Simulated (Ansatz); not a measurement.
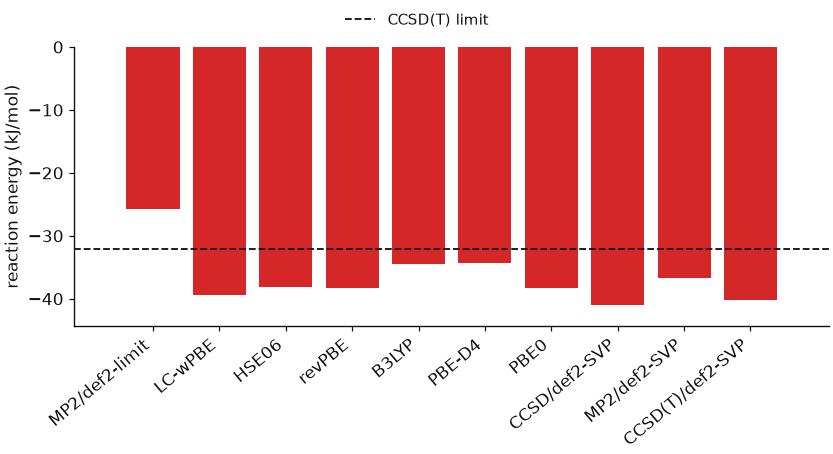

Electronic reaction energy of SiPH₅Se₂ (P[Se][SiH2][SeH]) + AlH₂F ([F][AlH2]) → AlPH₃F ([F][AlH][PH2]) + SiH₄Se₂ ([SeH][SiH2][SeH]) (SMILES in brackets) at several levels (functionals in def2-TZVPP unless a basis is named), isolated molecules at PBE0-D4 triple-zeta geometries, minima by their frequencies, no zero-point or thermal terms, the Ansatz code 0.2.0. The line is frozen-core CCSD(T) at the basis limit (MP2 extrapolated from triple and quadruple zeta, plus CCSD(T) less MP2 in a smaller set). No dispersion term is added to LC-wPBE, HSE06, revPBE, B3LYP and PBE0. The distance of CCSD/def2-SVP, MP2/def2-SVP and CCSD(T)/def2-SVP to the limit includes basis error.

Question: What do zero-point energy and temperature add?

Answer: Zero-point change 0.6 kJ/mol; at 298.15 K and 1 bar the CCSD(T) limit plus thermal terms gives an enthalpy of reaction of −31.9 and a free energy of −32.5 kJ/mol (harmonic PBE0-D4 modes, ideal gas).

Question: Give the values.

Answer:
| level | kJ/mol | less CCSD(T) limit |
| --- | --- | --- |
| MP2/def2-limit | −25.8 | 6.4 |
| LC-wPBE | −39.4 | −7.2 |
| HSE06 | −38.1 | −5.9 |
| revPBE | −38.3 | −6.2 |
| B3LYP | −34.6 | −2.4 |
| PBE-D4 | −34.3 | −2.1 |
| PBE0 | −38.3 | −6.2 |
| CCSD/def2-SVP | −41.1 | −8.9 |
| MP2/def2-SVP | −36.7 | −4.5 |
| CCSD(T)/def2-SVP | −40.2 | −8.0 |
| CCSD(T) limit | −32.2 | 0.0 |

Note: no scalar relativity up to krypton; outer-core shells are correlated without core-valence functions, which makes the correlated values less sure; one conformer of each flexible molecule.
